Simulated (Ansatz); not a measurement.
C3H9BSi: geometry relaxation (part 2 of 2)

C3H9BSi; RKS PBE/cc-pVDZ (Ansatz 0.2.0). It belongs to a series of runs on one base structure; here: end point A relaxed.

Geometry of the input (Å):
```
B  0.3447  1.4518  1.4384
C  -0.1452  0.0697  0.9354
C  -1.2334  -0.5406  1.4596
Si 0.8561  -0.7011  -0.4644
C  0.0193  -0.1901  -2.0966
H  1.2150  2.0599  0.9228
H  -0.2620  2.0396  2.3036
H  -1.4797  -1.5000  1.1093
H  -1.7645  -0.0673  2.3210
H  0.7145  -2.1745  -0.3190
H  2.1797  -0.2882  -0.4035
H  0.5885  -0.6440  -2.9021
H  -1.0931  -0.4773  -2.1234
H  0.0470  0.9330  -2.1522
```

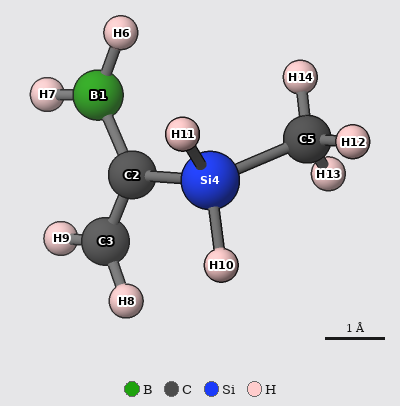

The geometry at step 6 of the log (ball-and-stick view, seen at a tilt; atoms are numbered from 1 in the order of the input).

Log, continued
```
relax step  11: F+E_penalty+E_count = -11800.51587046 eV  Δ(F+E_penalty+E_count) = -4.792e-4 eV  max|allowed force component| = 1.865e-2 eV/Å  Δτ_max = 0.0308 Å  (31 SCF iters, accepted)
1454 factors; their error is unknown
mean field evaluation 96: about -11800.5549 eV, gradient 1.2e0 eV
mean field -11800.51587046 eV, -433.6609595624 hartree, gradient 1.8e-5 eV, S^2 0.000000; 1 other end points of the search recorded, 0 dependent functions left out
the calculation of the forces begins
reference -11800.51591173 eV, -433.6609610792 hartree; 23, 23 occupied and 96, 96 virtual orbitals, 1454 factors
Total energy: -11800.51591173 eV, -433.6609610792 hartree
Atom 0 at     0.077570     1.546483     1.254651 Å, force    -0.008304    -0.002525     0.001246 eV/Å
Atom 1 at    -0.171810     0.043805     0.957591 Å, force    -0.010129     0.001596    -0.000250 eV/Å
Atom 2 at    -1.029872    -0.629800     1.778175 Å, force     0.012151    -0.001730    -0.018654 eV/Å
Atom 3 at     0.668863    -0.830539    -0.508032 Å, force     0.000584    -0.001553     0.006352 eV/Å
Atom 4 at     0.187920    -0.024514    -2.158976 Å, force    -0.002297     0.010322    -0.005453 eV/Å
Atom 5 at     0.809924     2.227916     0.559986 Å, force     0.005065     0.004414    -0.003324 eV/Å
Atom 6 at    -0.476552     2.065489     2.208830 Å, force     0.002570    -0.000783    -0.000067 eV/Å
Atom 7 at    -1.274927    -1.700463     1.646752 Å, force    -0.004005     0.002711     0.003462 eV/Å
Atom 8 at    -1.524858    -0.118111     2.624471 Å, force     0.003682    -0.002768     0.004313 eV/Å
Atom 9 at     0.273883    -2.293693    -0.502379 Å, force     0.001617     0.004784    -0.001791 eV/Å
Atom 10 at     2.170151    -0.745107    -0.332542 Å, force    -0.011090    -0.000363    -0.001948 eV/Å
Atom 11 at     0.721032    -0.512803    -2.999867 Å, force    -0.004193    -0.002682     0.002143 eV/Å
Atom 12 at    -0.902877    -0.109005    -2.341125 Å, force     0.017234    -0.002289     0.009617 eV/Å
Atom 13 at     0.458451     1.051243    -2.158634 Å, force    -0.002885    -0.009136     0.004354 eV/Å
Dipole moment:    -0.185757    -0.132994    -0.044232 e Å
```

Trajectory as extended XYZ (Å, eV, eV/Å), 11 frames, from step=1 to step=11
```
14
Properties=species:S:1:pos:R:3:forces:R:3 step=1 energy=-11800.05947
B     0.3447    1.4518    1.4384   -1.1515  -0.0727   0.1848
C    -0.1452    0.0697    0.9354    0.9381   0.6371  -0.0032
C    -1.2334   -0.5406    1.4596    0.6447   1.7776   1.2092
Si    0.8561   -0.7011   -0.4644   -3.0670  -0.6758  -0.2546
C     0.0193   -0.1901   -2.0966   -1.1023   0.6517   0.7885
H     1.2150    2.0599    0.9228    0.8404   0.2680  -0.3936
H    -0.2620    2.0396    2.3036   -0.1124  -0.0211   0.3629
H    -1.4797   -1.5000    1.1093   -1.0039  -1.8608  -0.4331
H    -1.7645   -0.0673    2.3210   -0.1061  -0.3147  -0.4216
H     0.7145   -2.1745   -0.3190    0.1799  -0.5525  -0.0252
H     2.1797   -0.2882   -0.4035    2.4771   0.7133   0.0652
H     0.5885   -0.6440   -2.9021    0.1101  -0.1454  -0.8462
H    -1.0931   -0.4773   -2.1234    1.2484   0.0646  -0.0048
H     0.0470    0.9330   -2.1522    0.1046  -0.4694  -0.2284
14
Properties=species:S:1:pos:R:3:forces:R:3 step=2 energy=-11800.17656
B     0.2413    1.5347    1.3985    0.6252  -0.6869   1.0516
C    -0.0914    0.0557    1.0044   -0.0525   0.4059  -0.1897
C    -1.1259   -0.5926    1.6199   -1.4371   1.6174  -0.5061
Si    0.8075   -0.7357   -0.4765   -0.6180  -0.2878  -0.0661
C     0.0402   -0.1769   -2.1335   -0.4688   0.2167   0.4038
H     1.2400    2.0808    0.9658   -0.2612   0.2186  -0.3598
H    -0.2904    2.0322    2.3907   -0.1995   0.0213  -0.3996
H    -1.5251   -1.5253    1.1872    0.1138  -0.4372   0.5210
H    -1.8561    0.0296    2.2639    1.0451  -1.0253  -0.2637
H     0.7406   -2.2422   -0.3729   -0.0505  -0.0630  -0.0062
H     2.2088   -0.3281   -0.4483    0.9281   0.2223   0.0284
H     0.5628   -0.6171   -3.0004    0.0554  -0.0724  -0.0699
H    -1.0365   -0.4780   -2.1519    0.2709   0.0326  -0.1157
H     0.0711    0.9339   -2.2178    0.0490  -0.1622  -0.0280
14
Properties=species:S:1:pos:R:3:forces:R:3 step=3 energy=-11800.34471
B     0.2109    1.4688    1.4163    0.9343   2.1050   0.2520
C    -0.0635    0.1008    0.9393   -1.0697  -1.9850   0.0128
C    -1.1325   -0.4879    1.5636    0.2571  -1.0087  -0.5586
Si    0.8268   -0.7621   -0.4819    0.0576  -0.0135  -0.1789
C     0.0688   -0.1484   -2.0985    0.0624   0.1148  -0.4488
H     1.0836    2.1326    0.8746   -0.0725   0.1693   0.1484
H    -0.4307    1.9314    2.3347   -0.0256   0.1297   0.1012
H    -1.5008   -1.5102    1.3228    0.0948   0.1043  -0.0905
H    -1.6901   -0.0135    2.3668   -0.2047   0.5134   0.4162
H     0.5941   -2.2593   -0.4247    0.1271   0.0294   0.1189
H     2.3057   -0.4161   -0.4292   -0.1372  -0.1411   0.0079
H     0.5451   -0.6214   -2.9826    0.0722  -0.0298   0.0432
H    -1.0094   -0.3925   -2.1517   -0.0888  -0.0032   0.1044
H     0.1788    0.9485   -2.2204   -0.0070   0.0155   0.0717
14
Properties=species:S:1:pos:R:3:forces:R:3 step=4 energy=-11800.49025
B     0.2210    1.5265    1.3872   -0.1261   0.0111   0.0793
C    -0.1002    0.0731    0.9495   -0.0996  -0.0746   0.0368
C    -1.1212   -0.5602    1.6031    0.1440   0.1641  -0.0786
Si    0.7818   -0.7780   -0.4906    0.0434  -0.0220  -0.1482
C     0.0853   -0.1234   -2.1362    0.0402  -0.0010  -0.0133
H     1.0493    2.2400    0.8480   -0.0151  -0.0994  -0.0231
H    -0.4191    1.9682    2.3260    0.0423   0.1009   0.0291
H    -1.4535   -1.5898    1.3689    0.0114   0.0407   0.0230
H    -1.6660   -0.0244    2.3994   -0.0871  -0.0849   0.1033
H     0.5429   -2.2732   -0.4217    0.0221   0.0113   0.0187
H     2.2665   -0.5088   -0.3827   -0.0116  -0.0271  -0.0508
H     0.5806   -0.6106   -3.0008   -0.0020   0.0011   0.0047
H    -1.0014   -0.3419   -2.1883    0.0211   0.0038  -0.0151
H     0.2209    0.9735   -2.2328    0.0171  -0.0238   0.0343
14
Properties=species:S:1:pos:R:3:forces:R:3 step=5 energy=-11800.50432
B     0.1639    1.5384    1.3486    0.0290   0.0176   0.0328
C    -0.1462    0.0720    0.9541    0.2058   0.0323  -0.0981
C    -1.1055   -0.5815    1.6666   -0.1418  -0.1683   0.0205
Si    0.7557   -0.7822   -0.4993   -0.1427  -0.0268   0.0967
C     0.1281   -0.0920   -2.1511   -0.0359  -0.0108  -0.0204
H     0.9589    2.2190    0.7272    0.0003   0.0216  -0.0198
H    -0.4008    2.0234    2.3137   -0.0103   0.0238  -0.0003
H    -1.4122   -1.6210    1.4431    0.0152  -0.0187   0.0330
H    -1.6417   -0.0965    2.5055    0.0554   0.0394  -0.0559
H     0.4719   -2.2707   -0.4446    0.0150   0.0112   0.0165
H     2.2500   -0.5766   -0.3717   -0.0413   0.0220   0.0161
H     0.6102   -0.6004   -3.0105    0.0370   0.0273   0.0121
H    -0.9663   -0.2579   -2.2263    0.0043   0.0258  -0.0118
H     0.3209    0.9969   -2.2264    0.0101   0.0035  -0.0215
14
Properties=species:S:1:pos:R:3:forces:R:3 step=6 energy=-11800.51152
B     0.1473    1.5403    1.3234    0.0096   0.0189  -0.0374
C    -0.1534    0.0630    0.9550    0.0120   0.0038  -0.0228
C    -1.0854   -0.6002    1.6978   -0.0491  -0.0376   0.0647
Si    0.7161   -0.7970   -0.5000    0.0491  -0.0314  -0.0164
C     0.1424   -0.0728   -2.1578   -0.0117   0.0112   0.0216
H     0.9337    2.2173    0.6824   -0.0237  -0.0209   0.0196
H    -0.4196    2.0427    2.2784   -0.0010   0.0049   0.0057
H    -1.3701   -1.6541    1.5148    0.0104   0.0214  -0.0111
H    -1.6079   -0.0992    2.5345    0.0150   0.0018  -0.0038
H     0.4169   -2.2824   -0.4611   -0.0142   0.0110   0.0164
H     2.2093   -0.6115   -0.3538    0.0165  -0.0019  -0.0003
H     0.6574   -0.5646   -3.0077    0.0140   0.0141   0.0137
H    -0.9485   -0.2268   -2.2757   -0.0275   0.0191  -0.0326
H     0.3487    1.0161   -2.2013    0.0007  -0.0146  -0.0174
14
Properties=species:S:1:pos:R:3:forces:R:3 step=7 energy=-11800.51366
B     0.1209    1.5439    1.2912    0.0097  -0.0233  -0.0372
C    -0.1671    0.0541    0.9540   -0.0674  -0.0079   0.0759
C    -1.0650   -0.6196    1.7335    0.0194   0.0483   0.0056
Si    0.6921   -0.8102   -0.5028    0.0216  -0.0047  -0.0299
C     0.1600   -0.0505   -2.1618   -0.0076   0.0097   0.0312
H     0.8907    2.2165    0.6232   -0.0445  -0.0365   0.0345
H    -0.4328    2.0612    2.2469   -0.0016  -0.0096  -0.0063
H    -1.3347   -1.6821    1.5740    0.0324   0.0514  -0.0172
H    -1.5732   -0.1171    2.5788    0.0206  -0.0034  -0.0207
H     0.3550   -2.2878   -0.4679    0.0019   0.0135  -0.0138
H     2.1882   -0.6565   -0.3377    0.0012  -0.0143  -0.0120
H     0.6928   -0.5372   -3.0038   -0.0052   0.0098   0.0035
H    -0.9313   -0.1791   -2.3155    0.0297   0.0121  -0.0088
H     0.3914    1.0352   -2.1832   -0.0102  -0.0451  -0.0047
14
Properties=species:S:1:pos:R:3:forces:R:3 step=8 energy=-11800.51467
B     0.1080    1.5449    1.2818    0.0050  -0.0138  -0.0324
C    -0.1690    0.0509    0.9577   -0.0584  -0.0124   0.0559
C    -1.0560   -0.6225    1.7494    0.0234   0.0216  -0.0061
Si    0.6841   -0.8156   -0.5036    0.0229  -0.0109  -0.0336
C     0.1682   -0.0430   -2.1618   -0.0222   0.0257   0.0233
H     0.8666    2.2183    0.6035   -0.0282  -0.0219   0.0261
H    -0.4451    2.0657    2.2359    0.0008  -0.0130  -0.0055
H    -1.3183   -1.6881    1.5983    0.0226   0.0490  -0.0115
H    -1.5607   -0.1181    2.5956    0.0223  -0.0020  -0.0225
H     0.3337   -2.2902   -0.4808   -0.0071   0.0117  -0.0021
H     2.1832   -0.6842   -0.3401   -0.0094  -0.0021  -0.0002
H     0.7040   -0.5291   -3.0023   -0.0054   0.0010   0.0064
H    -0.9232   -0.1584   -2.3280    0.0462   0.0078   0.0035
H     0.4114    1.0402   -2.1767   -0.0125  -0.0407  -0.0011
14
Properties=species:S:1:pos:R:3:forces:R:3 step=9 energy=-11800.51539
B     0.0853    1.5469    1.2622    0.0502  -0.0289   0.0376
C    -0.1706    0.0464    0.9576   -0.0339  -0.0016   0.0043
C    -1.0398   -0.6261    1.7676    0.0081  -0.0012  -0.0172
Si    0.6755   -0.8264   -0.5055   -0.0026   0.0163  -0.0229
C     0.1798   -0.0322   -2.1589   -0.0129   0.0153  -0.0049
H     0.8335    2.2234    0.5793   -0.0169   0.0097  -0.0155
H    -0.4646    2.0646    2.2196   -0.0150   0.0003  -0.0138
H    -1.2956   -1.6936    1.6259    0.0137   0.0176   0.0111
H    -1.5347   -0.1169    2.6159   -0.0005  -0.0033  -0.0098
H     0.2976   -2.2941   -0.4949    0.0006   0.0072   0.0028
H     2.1765   -0.7208   -0.3382   -0.0158  -0.0049   0.0051
H     0.7168   -0.5175   -2.9991   -0.0078  -0.0037   0.0016
H    -0.9111   -0.1297   -2.3382    0.0391  -0.0018   0.0134
H     0.4382    1.0470   -2.1644   -0.0061  -0.0209   0.0083
14
Properties=species:S:1:pos:R:3:forces:R:3 step=10 energy=-11800.51398 accepted=F
B     0.0724    1.5439    1.2494   -0.1352   0.0497  -0.0817
C    -0.1749    0.0410    0.9564    0.0847  -0.0190   0.0320
C    -1.0202   -0.6314    1.7904    0.0204  -0.0218  -0.0316
Si    0.6649   -0.8387   -0.5097   -0.0571   0.0286   0.0197
C     0.1969   -0.0167   -2.1564   -0.0032   0.0048  -0.0297
H     0.7775    2.2329    0.5355    0.0586   0.0019   0.0193
H    -0.4936    2.0665    2.1948    0.0472  -0.0120   0.0288
H    -1.2642   -1.7019    1.6614   -0.0193  -0.0228   0.0136
H    -1.5018   -0.1208    2.6447   -0.0082   0.0043  -0.0036
H     0.2470   -2.2962   -0.5109    0.0198   0.0138  -0.0028
H     2.1680   -0.7708   -0.3315   -0.0359  -0.0043   0.0045
H     0.7300   -0.5051   -2.9972   -0.0037  -0.0052  -0.0082
H    -0.8938   -0.0879   -2.3478    0.0329  -0.0086   0.0257
H     0.4787    1.0561   -2.1502   -0.0010  -0.0095   0.0141
14
Properties=species:S:1:pos:R:3:forces:R:3 step=11 energy=-11800.51587
B     0.0776    1.5465    1.2547   -0.0083  -0.0025   0.0012
C    -0.1718    0.0438    0.9576   -0.0101   0.0016  -0.0003
C    -1.0299   -0.6298    1.7782    0.0122  -0.0017  -0.0187
Si    0.6689   -0.8305   -0.5080    0.0006  -0.0016   0.0064
C     0.1879   -0.0245   -2.1590   -0.0023   0.0103  -0.0055
H     0.8099    2.2279    0.5600    0.0051   0.0044  -0.0033
H    -0.4766    2.0655    2.2088    0.0026  -0.0008  -0.0001
H    -1.2749   -1.7005    1.6468   -0.0040   0.0027   0.0035
H    -1.5249   -0.1181    2.6245    0.0037  -0.0028   0.0043
H     0.2739   -2.2937   -0.5024    0.0016   0.0048  -0.0018
H     2.1702   -0.7451   -0.3325   -0.0111  -0.0004  -0.0019
H     0.7210   -0.5128   -2.9999   -0.0042  -0.0027   0.0021
H    -0.9029   -0.1090   -2.3411    0.0172  -0.0023   0.0096
H     0.4585    1.0512   -2.1586   -0.0029  -0.0091   0.0044
```

Key numbers

| quantity | value |
| --- | --- |
| outcome | converged |
| total energy | −11800.5159 eV |
| mean-field energy | −11800.5159 eV |
| largest force (length of the vector) at the end | 0.022 eV/Å |
| hardware | 2 threads of Arm Neoverse N1, 16 GiB of memory available, shared host |
| wall time | 53 s (CPU time 1.7 min) |
| peak memory | 0.16 GiB |
